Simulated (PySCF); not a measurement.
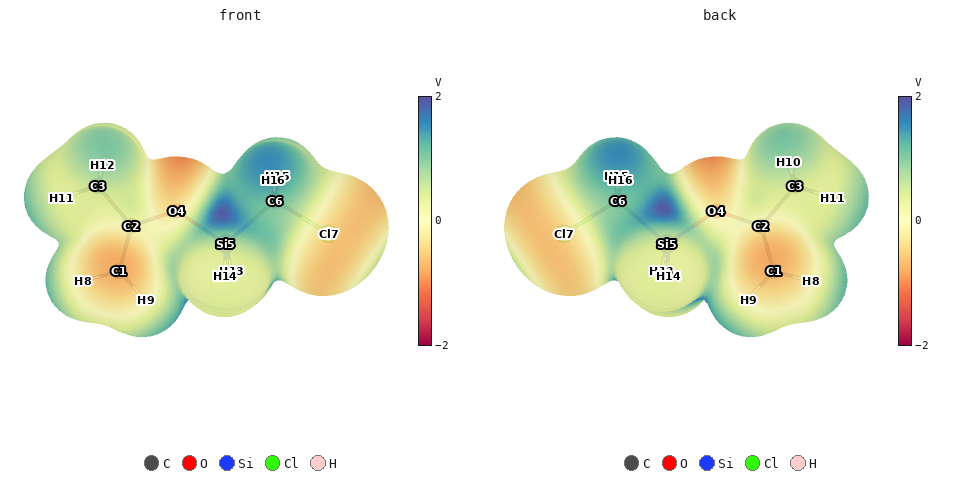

Figure. C₄H₉ClOSi. The molecular electrostatic potential painted on the density surface at 0.004 e/bohr³, seen from the front and from behind; red is negative and blue positive.

Geometry: PBE0-D3(BJ)/def2-SVP.

These are results of PBE0/pcSseg-1, SCF density, gas phase, non-relativistic in PySCF 2.14.0, not measurements.

```xyz
16

C    -1.5061   -1.5323   -0.3579
C    -1.3229   -0.2252   -0.1278
C    -2.4193    0.7733    0.0359
O    -0.0998    0.3557   -0.0152
Si    1.4036   -0.3932   -0.1025
C     2.6468    0.9923    0.1609
Cl    4.2790    0.2591    0.0544
H    -2.5131   -1.9413   -0.4378
H    -0.6702   -2.2276   -0.4737
H    -2.3363    1.5548   -0.7362
H    -3.4075    0.3025   -0.0356
H    -2.3283    1.2747    1.0123
H     1.6075   -1.0149   -1.4406
H     1.5437   -1.4144    0.9731
H     2.5678    1.7770   -0.6048
H     2.5433    1.4615    1.1496
```

Q: Describe the electrostatic potential map.

A: The most negative region (about −0.9 V) lies over O4, the most positive (about +1.8 V) over Si5. Cl7 shows a σ-hole: about +0.6 V at the tip opposite its bond, against about −0.5 V on its flanks.

Q: What dipole moment does the calculation give?

A: Its dipole moment is 1.85 D.
